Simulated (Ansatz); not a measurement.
SiN$_{2}$H$_{7}$Cl: several calculations on one system

### Relaxation

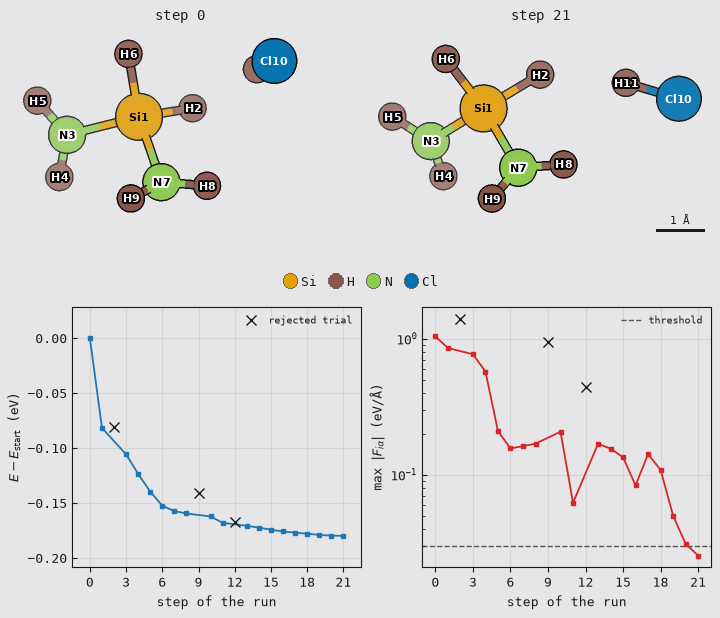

First and last geometry of a relaxation of SiN2H7Cl, with the history of the run. The picture is a ball-and-stick view, seen at a tilt.

The run prepares an end point of a later path (reaction) calculation, from a guessed geometry.

Computed with RKS CAM-B3LYP/6-31G* in Ansatz. (no spin polarisation; force threshold 0.03 eV/Å; at most 50 steps)

Q: Read the history and describe the run.

A: It converged. The largest move after the best rigid fit is that of Cl10, 1.42 Å. By element the largest moves are Cl 1.42 Å, H 0.94 Å, Si 0.42 Å, N 0.37 Å. Among the contacts that change: Cl10–H11 1.332 → 1.294 Å, Si1–H2 1.476 → 1.502 Å. Bond angles that change, for instance: Si1–N7–H9 118.1° → 121.6°, Si1–N7–H8 119.1° → 121.9°, H6–Si1–N7 121.3° → 118.6°. The energy falls by 0.180 eV in 18 accepted moves (21 points after the start). The largest force component goes from 1 to 0.025 eV/Å. The line search rejected the trial steps at points 2, 9, 12 of the run.

```csv
step,"E − E(0), eV","largest force component, eV/Å",note
0,0.0000,1.0399,
1,-0.0815,0.8536,
2,-0.0809,1.4053,rejected
3,-0.1056,0.7689,
4,-0.1234,0.5732,
5,-0.1395,0.2094,
6,-0.1523,0.1563,
7,-0.1572,0.1623,
8,-0.1593,0.1691,
9,-0.1403,0.9496,rejected
10,-0.1620,0.2071,
11,-0.1679,0.0622,
12,-0.1667,0.4451,rejected
13,-0.1706,0.1689,
14,-0.1722,0.1555,
15,-0.1741,0.1343,
16,-0.1757,0.0835,
17,-0.1768,0.1417,
18,-0.1777,0.1086,
19,-0.1788,0.0501,
20,-0.1795,0.0311,
21,-0.1797,0.0254,
```

### Relaxation

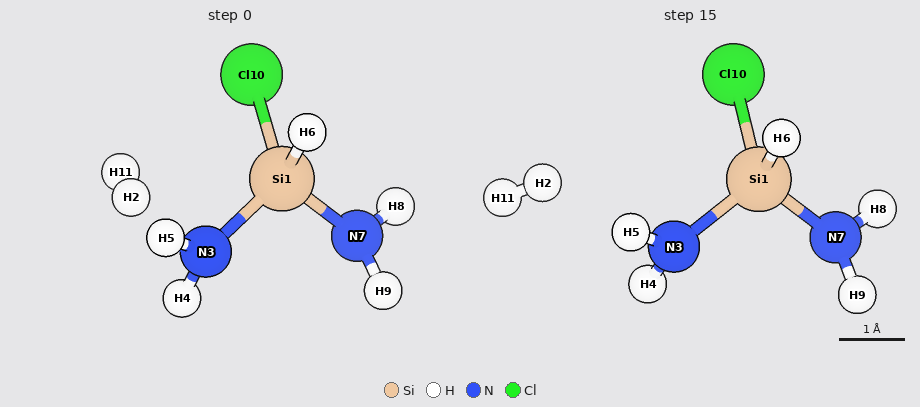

The structure of SiN$_{2}$H$_{7}$Cl before (left) and after (right) a relaxation, at one scale.

Style: ball-and-stick. Shown from a free direction.

The run prepares an end point of a later path (reaction) calculation, from a guessed geometry.

Computed with RKS CAM-B3LYP/6-31G* (Ansatz). Set-up: no spin polarisation; force threshold 0.03 eV/Å; at most 50 steps.

Describe what moved and what it gained.

Answer. The energy falls by 8.09 kcal/mol in 12 accepted moves (15 points after the start). The largest force component goes from 1.4 to 0.022 eV/Å. The line search rejected the trial steps at points 7, 10, 12 of the run. The forces were under the threshold at step 13, but the run went on from there. H11 moves most after the best rigid fit: 1.27 Å. By element the largest moves are H 1.27 Å, Cl 0.36 Å, N 0.32 Å, Si 0.28 Å. Near-neighbour distances that change, for instance: H2–H11 0.708 → 0.746 Å, Si1–Cl10 2.117 → 2.089 Å. Bond angles that change, for instance: N3–Si1–Cl10 122.2° → 116.5°, H6–Si1–Cl10 101.7° → 104.0°.

### Path

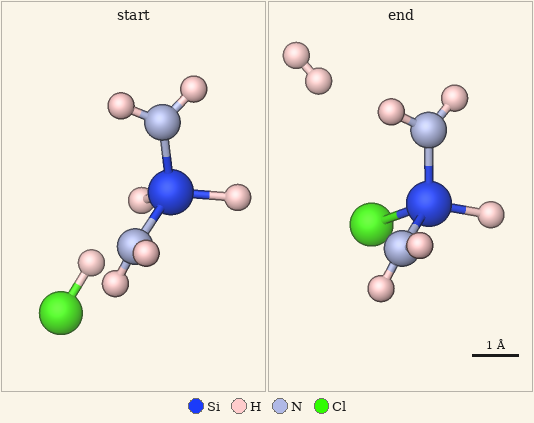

The two relaxed end points of a path for SiN2H7Cl. A ball-and-stick model, seen from a free direction.

All numbers below come from RKS CAM-B3LYP/6-31G* (Ansatz).

Run with 5 movable images; climbing image; force threshold 0.05 eV/Å; iteration limit 60.

Start:
```xyz
11

Si    0.1801    0.1335   -0.3969
H    -0.2763    0.5238    0.9802
N     1.8509   -0.1891   -0.5975
H     2.3120   -0.9457   -0.1115
H     2.4940    0.5343   -0.8860
H    -0.0633    1.3194   -1.2623
N    -0.7146   -1.2963   -0.6933
H    -1.5781   -1.4969   -0.2076
H    -0.6430   -1.7935   -1.5703
Cl   -2.7449   -0.7796    2.3733
H    -1.6876   -0.1395    1.9909
```

End:
```xyz
11

Si   -0.5065   -0.0659   -0.8481
H     0.4154    0.2179    2.7756
N     1.0636   -0.0443   -0.1876
H     1.3419   -0.7137    0.5178
H     1.5891    0.8173   -0.1262
H    -0.5274    1.0053   -1.8667
N    -0.8648   -1.6690   -1.3070
H    -1.8122   -2.0164   -1.3369
H    -0.2302   -2.1971   -1.8898
Cl   -2.0675    0.4381    0.4454
H     0.7276    0.0982    3.4426
```

Predict the minimum-energy path and its barrier.

Answer. Forward barrier 1.34 eV, backward barrier 2.32 eV, with image 3 at the top; the reaction energy is −0.98 eV. Breaking: Cl10–H11 (1.29 → 1.84 at the top → 4.11 Å), Si1–H2 (1.50 → 1.76 at the top → 3.75 Å). Forming: H2–H11 (1.86 → 0.84 at the top → 0.75 Å), Si1–Cl10 (4.13 → 2.73 at the top → 2.09 Å). The band converged in 26 iterations. The largest component of the band force went from 29 to 0.049 eV/Å. The climbing image converged on the top of the path. Its vibrational analysis gives one imaginary mode (602i cm⁻¹), as a transition state must have.

Energies of the converged images:

```json
{"image": "0", "path (Å)": "0.00", "E (eV)": "0.000"}
{"image": "1", "path (Å)": "1.07", "E (eV)": "0.014"}
{"image": "2", "path (Å)": "2.14", "E (eV)": "0.225"}
{"image": "3", "path (Å)": "3.21", "E (eV)": "1.341"}
{"image": "4", "path (Å)": "4.71", "E (eV)": "-0.220"}
{"image": "5", "path (Å)": "6.20", "E (eV)": "-0.947"}
{"image": "6", "path (Å)": "7.69", "E (eV)": "-0.982"}
```

The geometry at the top of the path:

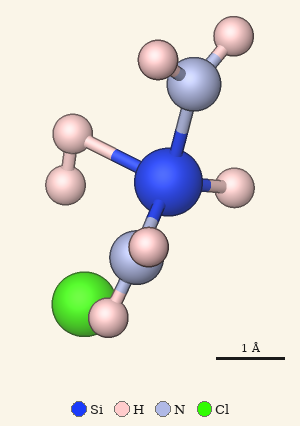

The run took 5.7 min on 2 threads of Arm Neoverse V1, on a shared host, peak memory 0.2 GiB.
